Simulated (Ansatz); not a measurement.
# AlGeF (quintet): one geometry, many settings

What do other methods and options give for AlGeF (quintet) at this geometry, and how long do they take?

Program: Ansatz 0.2.0, Gaussian basis. Level of theory: the settings change from run to run. These are calculated values, not measurements.

37 further runs of the same task are left out: 10 for a known fault of the program, 13 that didn't finish, 14 set aside as unsound or not needed. Runs told in other sessions of the task aren't counted.

## 1. What is computed

The geometry is a PBE0/def2-TZVP stationary point (not a proven minimum) of the parent state, kept for this charge and spin. No spin-orbit coupling is included. The filled d shell of Ge may be among the frozen orbitals whatever the setting's name suggests.

3 atoms, charge 0, spin multiplicity 5.

Atoms are counted from 1 here; the program's logs count them from 0.

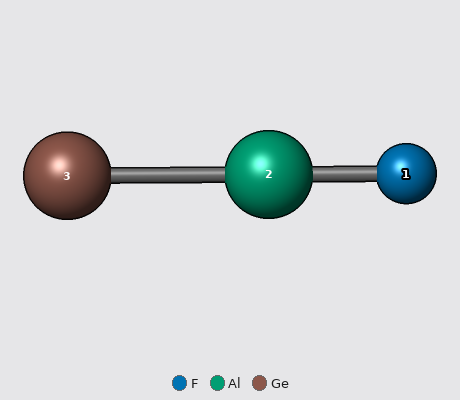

The structure; fluorine blue, aluminium teal, germanium brown; atoms are numbered from 1 in the order of the file.

## 2. BCCD(T) on ROHF/STO-3G

Contents of in.yaml:

```yaml
crystal:
  periodic: [false, false, false]
  atoms:
    - {symbol: F, position_ang: [0.000000, 0.000000, -1.903100]}
    - {symbol: Al, position_ang: [0.000000, 0.000000, -0.254900]}
    - {symbol: Ge, position_ang: [0.000000, 0.000000, 2.158000]}
basis:
  gaussian: {orbitals: STO-3G}
magnetization: {spin_polarized: false, initial_magnetization: 4}
correlation: {method: bccd_t, electrons: outside_noble_gas}
```

The run is started by

```
ansatz run in.yaml --threads 1 --pin off --events-out ev --progress --plain --max-ram 2393MiB
```

Log, shortened:

```text
Functional definition: HF
  name "HF"
  cite "Fock, Z. Phys. 61, 126 (1930) doi:10.1007/BF01340294"
  parent pbe
[...]
336 factors; integrals over basis functions are off by at most 7.9e-5 eV
[...]
mean field -64997.06600618 eV, -2388.5981191335 hartree, gradient 2.9e-6 eV, S^2 6.000000; 10 other end points of the search recorded, 0 dependent functions left out
[...]
determinant -64997.06600618 eV, -2388.5981191335 hartree, with singles and doubles -64998.71688255 eV, -2388.6587877212 hartree
determinant -64996.34501348 eV, -2388.5716231406 hartree, with singles and doubles -64997.87641632 eV, -2388.6279011566 hartree
determinant -64994.02493602 eV, -2388.4863618663 hartree, with singles and doubles -64995.49745245 eV, -2388.5404758470 hartree
determinant -64993.94903011 eV, -2388.4835723756 hartree, with singles and doubles -64995.21494843 eV, -2388.5300940157 hartree
20 core orbitals not correlated, not the lowest: weight in the atoms' cores, before any rotation towards them, 0.956 or more for the frozen orbitals, at most 0.028 for the correlated occupied ones
reference -64997.06600618 eV, -2388.5981191335 hartree; 9, 5 occupied and 3, 7 virtual orbitals, 336 factors
second order -1.23814299 eV of doubles, -0.06070564 eV of singles
cycle   1  -1.60830067 eV  change    4.3e-2 eV  update   2.1e-2
[...]
cycle   9  -1.60376014 eV  change   -6.1e-6 eV  update   1.0e-5
perturbative correction -0.24172240 eV, -0.0088831344 hartree
Total energy: -64998.91148873 eV, -2388.6659393661 hartree
```

Run time: 4.3 s. Hardware: 1 thread of Arm Neoverse N1, shared host.

From the report: correlation -1.8455 eV; largest double amplitude 0.07.

## 3. CCSD(T) on UHF/cc-pVDZ

Contents of in.yaml:

```yaml
crystal:
  periodic: [false, false, false]
  atoms:
    - {symbol: F, position_ang: [0.000000, 0.000000, -1.903100]}
    - {symbol: Al, position_ang: [0.000000, 0.000000, -0.254900]}
    - {symbol: Ge, position_ang: [0.000000, 0.000000, 2.158000]}
basis:
  gaussian: {orbitals: cc-pVDZ}
magnetization: {spin_polarized: true, initial_magnetization: 4}
hamiltonian: {pseudopotentials: {relativity: none}}
correlation: {method: ccsd_t, electrons: outside_noble_gas}
scf: {lower_state_search: off}
output: {forces: true}
```

The command is unchanged.

Log, shortened:

```text
Functional definition: HF
  name "HF"
  cite "Fock, Z. Phys. 61, 126 (1930) doi:10.1007/BF01340294"
  parent pbe
[...]
640 factors; integrals over basis functions are off by at most 7.2e-4 eV
[...]
mean field -65760.07278058 eV, -2416.6381009082 hartree, gradient 2.8e-6 eV, S^2 6.004019; 0 other end points of the search recorded, 0 dependent functions left out
20 core orbitals not correlated: weight in the atoms' cores, before any rotation towards them, 1.000 or more for the frozen orbitals, at most 0.000 for the correlated occupied ones
reference -65760.07278058 eV, -2416.6381009082 hartree; 9, 5 occupied and 30, 34 virtual orbitals, 640 factors
second order -7.61400352 eV of doubles, -0.00000000 eV of singles
cycle   1  -7.78115946 eV  change   -1.7e-1 eV  update   9.3e-2
[...]
cycle  16  -8.09174633 eV  change   -8.8e-8 eV  update   1.4e-7
perturbative correction -0.20936446 eV, -0.0076940021 hartree
[...]
Total energy: -65768.37389138 eV, -2416.9431611033 hartree
Atom 0 at     0.000000     0.000000    -1.903100 Å, force     0.000000    -0.000000    -2.103034 eV/Å
Atom 1 at     0.000000     0.000000    -0.254900 Å, force     0.000000     0.000000     0.932232 eV/Å
Atom 2 at     0.000000     0.000000     2.158000 Å, force    -0.000000    -0.000000     1.170802 eV/Å
Dipole moment:    -0.000000    -0.000000     0.333192 e Å
Checks for a lower state left out: starts, cluster_reference, orbital_swaps, neighbouring_geometries, increment
```

It took 11 s on 1 thread of Arm Neoverse N1, shared host.

From the report: ⟨S²⟩ of the determinant 6.004 (pure quintet: 6.00); correlation -8.3011 eV; T1 0.023; largest double amplitude 0.07.

## 4. CASSCF(4,5)/cc-pVDZ

Contents of in.yaml:

```yaml
crystal:
  periodic: [false, false, false]
  atoms:
    - {symbol: F, position_ang: [0.000000, 0.000000, -1.903100]}
    - {symbol: Al, position_ang: [0.000000, 0.000000, -0.254900]}
    - {symbol: Ge, position_ang: [0.000000, 0.000000, 2.158000]}
basis:
  gaussian: {orbitals: cc-pVDZ}
magnetization: {spin_polarized: false, initial_magnetization: 4}
correlation: {active_space: {window: {electrons: 4, orbitals: 5}}}
scf: {lower_state_search: light}
```

The command is unchanged.

Log:

```text
Functional definition: HF
  name "HF"
  cite "Fock, Z. Phys. 61, 126 (1930) doi:10.1007/BF01340294"
  parent pbe
  exchange = exact_x
  correlation = 0
640 factors; integrals over basis functions are off by at most 7.2e-4 eV
mean field evaluation 1: about -65758.0313 eV, gradient 2.8e1 eV
mean field evaluation 2: about -65758.0371 eV, gradient 2.8e1 eV
mean field evaluation 4: about -65760.0036 eV, gradient 1.3e0 eV
mean field evaluation 8: about -65760.0252 eV, gradient 1.2e-2 eV
mean field evaluation 16: about -65759.2421 eV, gradient 9.8e-3 eV
mean field evaluation 32: about -65759.7106 eV, gradient 1.7e0 eV
mean field evaluation 64: about -65760.0207 eV, gradient 4.6e-1 eV
mean field -65760.02516725 eV, -2416.6363511505 hartree, gradient 2.8e-6 eV, S^2 6.000000; 8 other end points of the search recorded, 0 dependent functions left out
reference -65760.02516725 eV, -2416.6363511505 hartree; 29, 25 occupied and 30, 34 virtual orbitals, 640 factors
state -65760.02516725 eV, -2416.6363511505 hartree
Total energy: -65760.02516725 eV, -2416.6363511505 hartree
```

Run time: 13 s. Hardware: 1 thread of Arm Neoverse N1, shared host.

From the report: 5 determinants; active occupations 1.00, 1.00, 1.00, 1.00, 0.00. With so small a space the active step adds no correlation: the energy is the mean field's.

## 5. MP2 on ROHF/cc-pVDZ

in.yaml, as its differences from that of step 4:

```diff
@@ -9,3 +9,4 @@
 magnetization: {spin_polarized: false, initial_magnetization: 4}
-correlation: {active_space: {window: {electrons: 4, orbitals: 5}}}
-scf: {lower_state_search: light}
+correlation: {method: mp2, electrons: valence}
+accuracy: high
+output: {forces: true}
```

Launched as before.

Log, shortened:

```text
Functional definition: HF
  name "HF"
  cite "Fock, Z. Phys. 61, 126 (1930) doi:10.1007/BF01340294"
  parent pbe
[...]
1116 factors; integrals over basis functions are off by at most 4.4e-9 eV
[...]
mean field -65760.02533695 eV, -2416.6363573869 hartree, gradient 1.9e-8 eV, S^2 6.000000; 9 other end points of the search recorded, 0 dependent functions left out
[...]
15 core orbitals not correlated: weight in the atoms' cores, before any rotation towards them, 1.000 or more for the frozen orbitals, at most 0.000 for the correlated occupied ones
reference -65760.02533695 eV, -2416.6363573869 hartree; 14, 10 occupied and 30, 34 virtual orbitals, 1116 factors
second order -8.10600004 eV of doubles, -0.03150147 eV of singles
[...]
Total energy: -65768.16283846 eV, -2416.9354050515 hartree
Atom 0 at     0.000000     0.000000    -1.903100 Å, force    -0.000000    -0.000000    -2.034494 eV/Å
Atom 1 at     0.000000     0.000000    -0.254900 Å, force     0.000000     0.000000     1.019748 eV/Å
Atom 2 at     0.000000     0.000000     2.158000 Å, force    -0.000000    -0.000000     1.014745 eV/Å
Dipole moment:    -0.000000    -0.000000     0.314357 e Å
```

It took 20 s on 1 thread of Arm Neoverse N1, shared host.

## 6. CCSD on ROHF/6-31G

in.yaml, as its differences from that of step 5:

```diff
@@ -7,6 +7,4 @@
 basis:
-  gaussian: {orbitals: cc-pVDZ}
+  gaussian: {orbitals: 6-31G}
 magnetization: {spin_polarized: false, initial_magnetization: 4}
-correlation: {method: mp2, electrons: valence}
-accuracy: high
-output: {forces: true}
+correlation: {method: ccsd, electrons: all}
```

Launched as before.

Log, shortened:

```text
Functional definition: HF
  name "HF"
  cite "Fock, Z. Phys. 61, 126 (1930) doi:10.1007/BF01340294"
  parent pbe
[...]
468 factors; integrals over basis functions are off by at most 2.9e-4 eV
[...]
mean field -65750.07090989 eV, -2416.2705389396 hartree, gradient 9.5e-7 eV, S^2 6.000000; 11 other end points of the search recorded, 0 dependent functions left out
[...]
determinant -65750.07090989 eV, -2416.2705389396 hartree, with singles and doubles -65760.24667445 eV, -2416.6444913898 hartree
determinant -65749.38553507 eV, -2416.2453518795 hartree, with singles and doubles -65759.37532982 eV, -2416.6124700656 hartree
determinant -65746.91720225 eV, -2416.1546423218 hartree, with singles and doubles -65756.79427541 eV, -2416.5176180655 hartree
reference -65750.07090989 eV, -2416.2705389396 hartree; 29, 25 occupied and 22, 26 virtual orbitals, 468 factors
second order -10.44309657 eV of doubles, -0.02650352 eV of singles
cycle   1  -10.17909139 eV  change   -3.3e-3 eV  update   1.9e-3
[...]
cycle   7  -10.17959564 eV  change   -3.4e-5 eV  update   6.3e-6
Total energy: -65760.25050552 eV, -2416.6446321793 hartree
```

Wall time 29 s (1 thread of Arm Neoverse N1, shared host); peak memory 0.29 GiB.

From the report: correlation -10.1796 eV; T1 0.014; largest double amplitude 0.08.

## 7. HF (ROHF)/cc-pVDZ

in.yaml, as its differences from that of step 6:

```diff
@@ -7,4 +7,5 @@
 basis:
-  gaussian: {orbitals: 6-31G}
+  gaussian: {orbitals: cc-pVDZ}
 magnetization: {spin_polarized: false, initial_magnetization: 4}
-correlation: {method: ccsd, electrons: all}
+hamiltonian: {xc: hf}
+output: {orbitals: {seedname: orbitals}}
```

Same command.

Log:

```text
Functional definition: HF
  name "HF"
  cite "Fock, Z. Phys. 61, 126 (1930) doi:10.1007/BF01340294"
  parent pbe
  exchange = exact_x
  correlation = 0
640 factors; integrals over basis functions are off by at most 7.2e-4 eV
mean field evaluation 1: about -65758.0313 eV, gradient 2.8e1 eV
mean field evaluation 2: about -65758.0371 eV, gradient 2.8e1 eV
mean field evaluation 4: about -65760.0036 eV, gradient 1.3e0 eV
mean field evaluation 8: about -65760.0252 eV, gradient 1.2e-2 eV
mean field evaluation 16: about -65759.8972 eV, gradient 1.0e0 eV
mean field evaluation 32: about -65759.2311 eV, gradient 9.5e-1 eV
mean field -65760.02516725 eV, -2416.6363511505 hartree, gradient 2.3e-5 eV, S^2 6.000000; 2 other end points of the search recorded, 0 dependent functions left out
reference -65760.02516725 eV, -2416.6363511505 hartree; 29, 25 occupied and 30, 34 virtual orbitals, 640 factors
Total energy: -65760.02516725 eV, -2416.6363511505 hartree
```

Wall time 3.1 s (1 thread of Arm Neoverse N1, shared host).

## 8. CASCI(10,7)/STO-3G

in.yaml, as its differences from that of step 7:

```diff
@@ -7,5 +7,4 @@
 basis:
-  gaussian: {orbitals: cc-pVDZ}
+  gaussian: {orbitals: STO-3G}
 magnetization: {spin_polarized: false, initial_magnetization: 4}
-hamiltonian: {xc: hf}
-output: {orbitals: {seedname: orbitals}}
+correlation: {active_space: {window: {electrons: 10, orbitals: 7}, fixed_orbitals: true}}
```

Same command.

Log:

```text
Functional definition: HF
  name "HF"
  cite "Fock, Z. Phys. 61, 126 (1930) doi:10.1007/BF01340294"
  parent pbe
  exchange = exact_x
  correlation = 0
336 factors; integrals over basis functions are off by at most 7.9e-5 eV
mean field evaluation 1: about -64994.6566 eV, gradient 1.8e1 eV
mean field evaluation 2: about -64994.6928 eV, gradient 1.8e1 eV
mean field evaluation 4: about -64996.9805 eV, gradient 1.7e0 eV
mean field evaluation 8: about -64997.0668 eV, gradient 9.2e-4 eV
mean field evaluation 16: about -64996.3473 eV, gradient 1.7e-2 eV
mean field evaluation 32: about -64996.9514 eV, gradient 1.1e0 eV
mean field evaluation 64: about -64997.0639 eV, gradient 4.9e-1 eV
mean field -64997.06600618 eV, -2388.5981191335 hartree, gradient 2.9e-6 eV, S^2 6.000000; 8 other end points of the search recorded, 0 dependent functions left out
reference -64997.06600618 eV, -2388.5981191335 hartree; 29, 25 occupied and 3, 7 virtual orbitals, 336 factors
state -64997.07259929 eV, -2388.5983614258 hartree
Total energy: -64997.07259929 eV, -2388.5983614258 hartree
```

Run time: 1.7 s. Hardware: 1 thread of Arm Neoverse N1, shared host.

From the report: 12 determinants; active occupations 2.00, 2.00, 2.00, 1.00, 1.00, 1.00, 1.00.

## 9. CASSCF(4,6)/cc-pVDZ

in.yaml, as its differences from that of step 8:

```diff
@@ -7,4 +7,5 @@
 basis:
-  gaussian: {orbitals: STO-3G}
+  gaussian: {orbitals: cc-pVDZ}
 magnetization: {spin_polarized: false, initial_magnetization: 4}
-correlation: {active_space: {window: {electrons: 10, orbitals: 7}, fixed_orbitals: true}}
+correlation: {active_space: {window: {electrons: 4, orbitals: 6}}}
+accuracy: high
```

The command is unchanged.

Log:

```text
Functional definition: HF
  name "HF"
  cite "Fock, Z. Phys. 61, 126 (1930) doi:10.1007/BF01340294"
  parent pbe
  exchange = exact_x
  correlation = 0
1116 factors; integrals over basis functions are off by at most 4.4e-9 eV
mean field evaluation 1: about -65757.9786 eV, gradient 2.8e1 eV
mean field evaluation 2: about -65758.0208 eV, gradient 2.8e1 eV
mean field evaluation 4: about -65759.9970 eV, gradient 1.3e0 eV
mean field evaluation 8: about -65760.0227 eV, gradient 2.1e-1 eV
mean field evaluation 16: about -65760.0253 eV, gradient 1.6e-8 eV
mean field evaluation 32: about -65759.3316 eV, gradient 9.1e-1 eV
mean field evaluation 64: about -65759.6184 eV, gradient 3.7e0 eV
mean field evaluation 96: about -65759.1545 eV, gradient 5.9e-1 eV
mean field -65760.02533695 eV, -2416.6363573869 hartree, gradient 1.9e-8 eV, S^2 6.000000; 9 other end points of the search recorded, 0 dependent functions left out
reference -65760.02533695 eV, -2416.6363573869 hartree; 29, 25 occupied and 30, 34 virtual orbitals, 1116 factors
state -65760.14055240 eV, -2416.6405914767 hartree
Total energy: -65760.14055240 eV, -2416.6405914767 hartree
```

It took 62 s on 1 thread of Arm Neoverse N1, shared host.

From the report: 15 determinants; active occupations 1.00, 1.00, 0.99, 0.99, 0.01, 0.01.

## 10. HF (UHF)/def2-SVP

Contents of in.yaml:

```yaml
crystal:
  periodic: [false, false, false]
  atoms:
    - {symbol: F, position_ang: [0.000000, 0.000000, -1.903100]}
    - {symbol: Al, position_ang: [0.000000, 0.000000, -0.254900]}
    - {symbol: Ge, position_ang: [0.000000, 0.000000, 2.158000]}
basis:
  gaussian: {orbitals: def2-SVP}
magnetization: {spin_polarized: true, initial_magnetization: 4}
hamiltonian: {xc: hf}
output: {forces: true, orbitals: {seedname: orbitals}}
```

The command is unchanged.

Log, shortened:

```text
Functional definition: HF
  name "HF"
  cite "Fock, Z. Phys. 61, 126 (1930) doi:10.1007/BF01340294"
  parent pbe
[...]
599 factors; integrals over basis functions are off by at most 6.7e-4 eV
[...]
mean field -65749.40424575 eV, -2416.2460394843 hartree, gradient 1.4e-5 eV, S^2 6.003977; 2 other end points of the search recorded, 0 dependent functions left out
[...]
reference -65749.40424575 eV, -2416.2460394843 hartree; 29, 25 occupied and 35, 39 virtual orbitals, 599 factors
Total energy: -65749.40424575 eV, -2416.2460394843 hartree
Atom 0 at     0.000000     0.000000    -1.903100 Å, force    -0.000000    -0.000000    -0.423937 eV/Å
Atom 1 at     0.000000     0.000000    -0.254900 Å, force    -0.000000    -0.000000    -0.299796 eV/Å
Atom 2 at     0.000000     0.000000     2.158000 Å, force     0.000000     0.000000     0.723733 eV/Å
Dipole moment:     0.000000     0.000000     0.311704 e Å
```

It took 4 s on 1 thread of Arm Neoverse N1, shared host.

From the report: ⟨S²⟩ of the determinant 6.004 (pure quintet: 6.00).

## 11. All runs side by side

```tsv
level	correlated	functions	energy (eV)	time
BCCD(T) on ROHF/STO-3G	outside noble gas	32	-64998.9115	4.3 s
CCSD(T) on UHF/cc-pVDZ	outside noble gas	59	-65768.3739	11 s
CASSCF(4,5)/cc-pVDZ		59	-65760.0252	13 s
MP2 on ROHF/cc-pVDZ	valence	59	-65768.1628	20 s
CCSD on ROHF/6-31G	all	51	-65760.2505	29 s
HF (ROHF)/cc-pVDZ		59	-65760.0252	3.1 s
CASCI(10,7)/STO-3G		32	-64997.0726	1.7 s
CASSCF(4,6)/cc-pVDZ		59	-65760.1406	62 s
HF (UHF)/def2-SVP		64	-65749.4042	4 s
```

## 12. Results

```
quantity                      value
    runs                          9
quickest  CASCI(10,7)/STO-3G, 1.7 s
 slowest  CASSCF(4,6)/cc-pVDZ, 62 s
```

Total energies in different bases, with other cores or another treatment of relativity can't be set against each other. «valence» and «outside noble gas» are the program's key words; the logs give how many orbitals each freezes, and for Ga to Kr the 3d shell needn't follow the word's plain sense. CASSCF(4,6)/cc-pVDZ took 36 times as long as CASCI(10,7)/STO-3G; the jobs differ in more than the method.
